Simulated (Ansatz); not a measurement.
Input file:

```
crystal:
  periodic: [false, false, false]
  atoms:
    - {symbol: O, position_ang: [-0.522261, 1.050538, 0.023959]}
    - {symbol: O, position_ang: [-0.165509, -1.762200, -0.119530]}
    - {symbol: Si, position_ang: [0.319853, -0.281724, 0.149821]}
    - {symbol: H, position_ang: [-0.994370, -2.184621, -0.395151]}
    - {symbol: H, position_ang: [1.706918, -0.126855, 0.562764]}
    - {symbol: H, position_ang: [-1.433612, 1.278713, -0.218504]}
basis:
  gaussian: {orbitals: def2-TZVPD}
magnetization: {spin_polarized: false, initial_magnetization: 0}
total_charge: 1
output: {forces: true, orbitals: {seedname: orbitals}}
hamiltonian: {xc: {name: PBE0}}
```

Run with:

```sh
ansatz run input.yaml --threads 1 --pin off --max-ram 2610MiB --events-out events.jsonl --progress --plain --runs-dir runs
```

Geometry: B3LYP-D3(BJ)/def2-SVP.

All numbers below come from isolated molecule in a Gaussian basis; Kohn-Sham density functional theory, functional PBE0 in Ansatz.

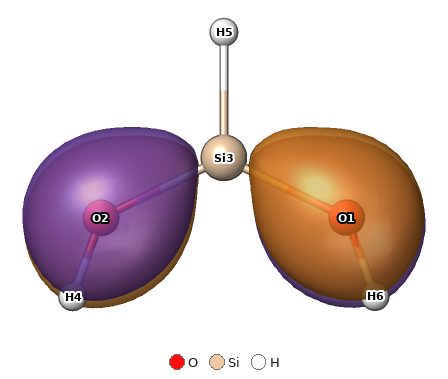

H$_{3}$O$_{2}$Si (SMILES O[SiH+]O) (charge +1). One frontier orbital at ±0.1 Å⁻³ᐟ² (orange and purple are the two phases), seen across its widest extent.

Question: Which orbital is it: HOMO or LUMO?

Answer: The HOMO, at −16.77 eV. By Hirshfeld shares it lies mainly on O1 (about 40 %) and O2 (about 40 %); it changes sign across the molecular plane (π type).
